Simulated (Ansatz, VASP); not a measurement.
**AgCl: VASP beside Ansatz**

Aim: how closely do two programs agree when they are given the same cell, functional and k mesh? The cell is taken from a series of VASP runs on this material, whose earlier steps may have relaxed, scaled or displaced it; both programs get it as it stands. Valence electrons are named where the data sets of a main pair hold unlike numbers.

Method: plane waves, with VASP 6.6.1 beside it; band structure at HSE06, spin-orbit coupling, in Ansatz 0.2.0.

### Step 1. Set-up

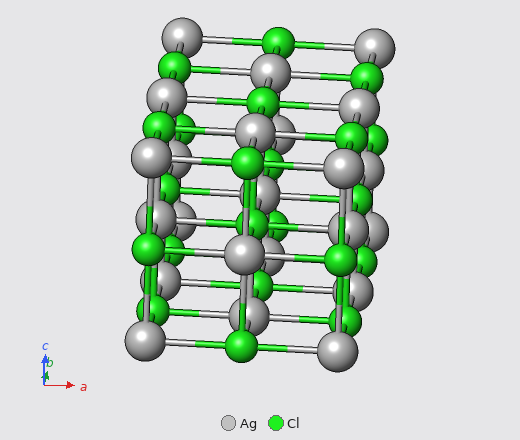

The starting structure, seen slightly off an axis (silver light grey, chlorine green). 1×2×1 cells are drawn. This picture shows the conventional cell, with its axes. Some periodic images of atoms are drawn too.

Structure file:

```xyz
2
Lattice="0.0000 2.7727 2.7727 2.7727 0.0000 2.7727 2.7727 2.7727 0.0000" Properties=species:S:1:pos:R:3 pbc="T T T"
Ag    0.0000    0.0000    0.0000
Cl    2.7727    2.7727    2.7727
```

### Step 2. VASP: band structure, HSE06, spin-orbit coupling

Levels along a path test the potential and the projectors away from the mesh points.

Lines of VASP's logs that name or quote its potential files are left out, and so is its time.

The run reads the wave functions of an earlier VASP run, which isn't shown here.

Contents of INCAR:

```
SYSTEM = AgCl
PREC = Accurate
ENCUT = 350
EDIFF = 1E-06
NELM = 100
ISMEAR = 0
SIGMA = 0.03
LREAL = .FALSE.
ALGO = Normal
LHFCALC = .TRUE.
AEXX = 0.25
GGA = PE
HFSCREEN = 0.2
LASPH = .TRUE.
LNONCOLLINEAR = .TRUE.
MAGMOM = 0 0 0 0 0 0
NBANDS = 30
GGA_COMPAT = .FALSE.
LSORBIT = .TRUE.
LMAXMIX = 4
PRECFOCK = Fast
LORBIT = 11
LWAVE = .FALSE.
LCHARG = .FALSE.
KPAR = 4
```

Contents of POSCAR:

```
AgCl
1.0
    0.0000000000      2.7726629968      2.7726629968
    2.7726629968      0.0000000000      2.7726629968
    2.7726629968      2.7726629968      0.0000000000
Ag Cl
1 1
Direct
    0.0000000000      0.0000000000      0.0000000000
    0.5000000000      0.5000000000      0.5000000000
```

Contents of KPOINTS:

```
Automatic mesh
0
Gamma
4 4 4
0 0 0
```

Contents of KPOINTS_OPT:

```
Line mode
10
Line-mode
Reciprocal
  0.00000000   0.00000000   0.00000000 GAMMA
  0.50000000   0.00000000   0.50000000 X

  0.50000000   0.00000000   0.50000000 X
  0.50000000   0.25000000   0.75000000 W

  0.50000000   0.25000000   0.75000000 W
  0.37500000   0.37500000   0.75000000 K

  0.37500000   0.37500000   0.75000000 K
  0.00000000   0.00000000   0.00000000 GAMMA

  0.00000000   0.00000000   0.00000000 GAMMA
  0.50000000   0.50000000   0.50000000 L

  0.50000000   0.50000000   0.50000000 L
  0.62500000   0.25000000   0.62500000 U

  0.62500000   0.25000000   0.62500000 U
  0.50000000   0.25000000   0.75000000 W

  0.50000000   0.25000000   0.75000000 W
  0.50000000   0.50000000   0.50000000 L

  0.50000000   0.50000000   0.50000000 L
  0.37500000   0.37500000   0.75000000 K

  0.62500000   0.25000000   0.62500000 U
  0.50000000   0.00000000   0.50000000 X
```

PAW data sets: Ag and Cl (PBE family, release 64).

Run with:

```console
> mpirun -np 4 vasp_ncl
```

Numbers of over 12 decimals in the logs are rounded to 6 here.

What it wrote:

```text
[banner, memory and clock lines left out]
running    4 mpi-ranks, on    1 nodes
 distrk:  each k-point on    1 cores,    4 groups
 distr:  one band on    1 cores,    1 groups

 POSCAR found type information on POSCAR AgCl
 POSCAR found :  2 types and       2 ions
 LDA part: xc-table for (Slater+PW92), standard interpolation
 found WAVECAR, reading the header
 POSCAR, INCAR and KPOINTS ok, starting setup
 FFT: planning ... GRIDC
 FFT: planning ... GRID_SOFT
 FFT: planning ... GRID
 reading WAVECAR
 the WAVECAR file was read successfully
 initial charge from wavefunction
 entering main loop
       N       E                     dE             d eps       ncg     rms          rms(c)
DAV:   1    -0.670584553297E+01   -0.67058E+01   -0.11408E+00   492   0.117E+01    0.280E+00
DAV:   2    -0.667137715294E+01    0.34468E-01   -0.15805E-01   522   0.493E+00    0.171E+00
DAV:   3    -0.666373147709E+01    0.76457E-02   -0.32325E-02   522   0.196E+00    0.105E+00
DAV:   4    -0.666358183915E+01    0.14964E-03   -0.25072E-03   516   0.413E-01    0.644E-01
DAV:   5    -0.666351044187E+01    0.71397E-04   -0.23245E-04   540   0.137E-01    0.388E-01
DAV:   6    -0.666347328048E+01    0.37161E-04   -0.25280E-05   540   0.441E-02    0.234E-01
DAV:   7    -0.666345751830E+01    0.15762E-04   -0.67459E-06   536   0.228E-02    0.137E-01
DAV:   8    -0.666345329031E+01    0.42280E-05   -0.36520E-06   530   0.168E-02    0.788E-02
DAV:   9    -0.666345217282E+01    0.11175E-05   -0.12706E-06   470   0.102E-02    0.457E-02
DAV:  10    -0.666345195200E+01    0.22083E-06   -0.51805E-07   390   0.691E-03
   1 F= -.66634520E+01 E0= -.66634520E+01  d E =-.304736E-15  mag=     0.0000     0.0000     0.0000
 Start KPOINTS_OPT (optional k-point list driver)
k-point batch [1-8\100]
       N       E                     dE             ncg
DAV:   1     0.770085393233E+03   -0.40396E+03      488
DAV:   2    -0.148269794796E+03   -0.91836E+03      530
DAV:   3    -0.205398348981E+03   -0.57129E+02      554
DAV:   4    -0.206412997751E+03   -0.10146E+01      588
DAV:   5    -0.206422675576E+03   -0.96778E-02      568
DAV:   6    -0.206422792554E+03   -0.11698E-03      566
DAV:   7    -0.206422794397E+03   -0.18435E-05      494
DAV:   8    -0.206422794446E+03   -0.49213E-07      406
[...]
k-point batch [97-100\100]
       N       E                     dE             ncg
DAV:   1     0.253981675635E+04   -0.17304E+04      240
DAV:   2     0.209081275528E+04   -0.44900E+03      270
DAV:   3     0.206562820679E+04   -0.25185E+02      290
DAV:   4     0.206521608849E+04   -0.41212E+00      284
DAV:   5     0.206521178270E+04   -0.43058E-02      300
DAV:   6     0.206521172440E+04   -0.58308E-04      272
DAV:   7     0.206521172337E+04   -0.10257E-05      264
DAV:   8     0.206521172334E+04   -0.28819E-07      208
```

Parts of OUTCAR (step 2):

```text
ion  position               nearest neighbor table
   1  0.000  0.000  0.000-   2 2.77   2 2.77   2 2.77   2 2.77   2 2.77   2 2.77
   2  0.500  0.500  0.500-   1 2.77   1 2.77   1 2.77   1 2.77   1 2.77   1 2.77

  LATTYP: Found a face centered cubic cell.
 ALAT       =     5.5453259936

 Subroutine GETGRP returns: Found 48 space group operations
 (whereof 48 operations were pure point group operations)

The static configuration has the point symmetry O_h .

 Found      8 irreducible k-points:

   k-points           NKPTS =      8   k-points in BZ     NKDIM =     64   number of bands    NBANDS=     30

   dimension x,y,z NGX =    24 NGY =   24 NGZ =   24
   dimension x,y,z NGXF=    48 NGYF=   48 NGZF=   48

   ENCUT  =  350.0 eV  25.72 Ry    5.07 a.u.   5.98  5.98  5.98*2*pi/ulx,y,z

   NELECT =      18.0000    total number of electrons

 k-points in reciprocal lattice and weights: Automatic mesh
   0.00000000  0.00000000  0.00000000       0.016
   0.25000000  0.00000000  0.00000000       0.125
   0.50000000  0.00000000  0.00000000       0.062
   0.25000000  0.25000000  0.00000000       0.094
   0.50000000  0.25000000  0.00000000       0.375
  -0.25000000  0.25000000  0.00000000       0.188
   0.50000000  0.50000000  0.00000000       0.047
  -0.25000000  0.50000000  0.25000000       0.094

  exchange ACFDT corr.  =         0.00000000  see jH, gK, PRB 81, 115126

 average (electrostatic) potential at core
       1 -66.7956       2 -87.5528

 E-fermi :   2.9843

 k-point     1 :       0.0000    0.0000    0.0000
  band No.  band energies     occupation
    ...
     14       0.4428      1.00000
     15       0.6015      1.00000
     16       0.6015      1.00000
     17       0.6015      1.00000
     18       0.6015      1.00000
     19       5.2022      0.00000
     20       5.2022      0.00000
     21      15.2356      0.00000
     22      15.2356      0.00000
     23      15.2356      0.00000
    ...

 k-point     2 :       0.2500    0.0000    0.0000
  band No.  band energies     occupation
    ...
     14       0.6158      1.00000
     15       1.9598      1.00000
     16       1.9598      1.00000
     17       1.9829      1.00000
     18       1.9829      1.00000
     19       7.2469      0.00000
     20       7.2469      0.00000
     21      12.2182      0.00000
     22      12.2182      0.00000
     23      13.5667      0.00000
    ...

 k-point     3 :       0.5000    0.0000    0.0000
  band No.  band energies     occupation
    ...
     14       0.8278      1.00000
     15       2.7887      1.00000
     16       2.7887      1.00000
     17       2.8231      1.00000
     18       2.8231      1.00000
     19       8.4315      0.00000
     20       8.4315      0.00000
     21      11.2741      0.00000
     22      11.2741      0.00000
     23      11.9784      0.00000
    ...

  energy-cutoff  :      350.00
  volume of cell :       42.63
      direct lattice vectors                 reciprocal lattice vectors
     0.000000000  2.772662997  2.772662997    -0.180332049  0.180332049  0.180332049
     2.772662997  0.000000000  2.772662997     0.180332049 -0.180332049  0.180332049
     2.772662997  2.772662997  0.000000000     0.180332049  0.180332049 -0.180332049

 POSITION                                       TOTAL-FORCE (eV/Angst)
 -----------------------------------------------------------------------------------
      0.00000      0.00000      0.00000         0.000000     -0.000000     -0.000000
      2.77266      2.77266      2.77266        -0.000000      0.000000      0.000000
 -----------------------------------------------------------------------------------
    total drift:                               -0.000002     -0.000002     -0.000003

  FREE ENERGIE OF THE ION-ELECTRON SYSTEM (eV)
  ---------------------------------------------------
  free  energy   TOTEN  =        -6.6634519520 eV

  energy  without entropy=       -6.6634519520  energy(sigma->0) =       -6.66345195

 Spin-Orbit-Coupling matrix elements
 Ion:    1  E_soc:     -0.0354710
 Ion:    2  E_soc:     -0.0032861

 total charge
# of ion       s       p       d       tot
------------------------------------------
    1        0.176   0.131   9.436   9.743
    2        1.592   3.514   0.000   5.106
--------------------------------------------------
tot          1.768   3.645   9.436  14.849

 magnetization (x)
# of ion       s       p       d       tot
------------------------------------------
    1        0.000   0.000   0.000   0.000
    2       -0.000   0.000   0.000  -0.000
--------------------------------------------------
tot         -0.000   0.000   0.000  -0.000

 magnetization (y)
# of ion       s       p       d       tot
------------------------------------------
    1        0.000  -0.000   0.000  -0.000
    2       -0.000  -0.000   0.000  -0.000
--------------------------------------------------
tot         -0.000  -0.000   0.000  -0.000

 magnetization (z)
# of ion       s       p       d       tot
------------------------------------------
    1        0.000  -0.000   0.000  -0.000
    2        0.000  -0.000   0.000  -0.000
--------------------------------------------------
tot          0.000  -0.000   0.000  -0.000

[... 3 further parts left out ...]
```

(Continued in part 2 of 2.)

[Lines on the potential files, build, host, timing and source positions are cut from VASP's logs without a mark.]

[Logs are printed without paths, hosts, clocks, repeated set-up lines and the standing remarks that a program may print on its own settings, such as how far it seeks lower states.]

[Hosts, paths, dates, database ids (printed as entryN), source tags and the programs' standing remarks are cut or masked in the printed files.]
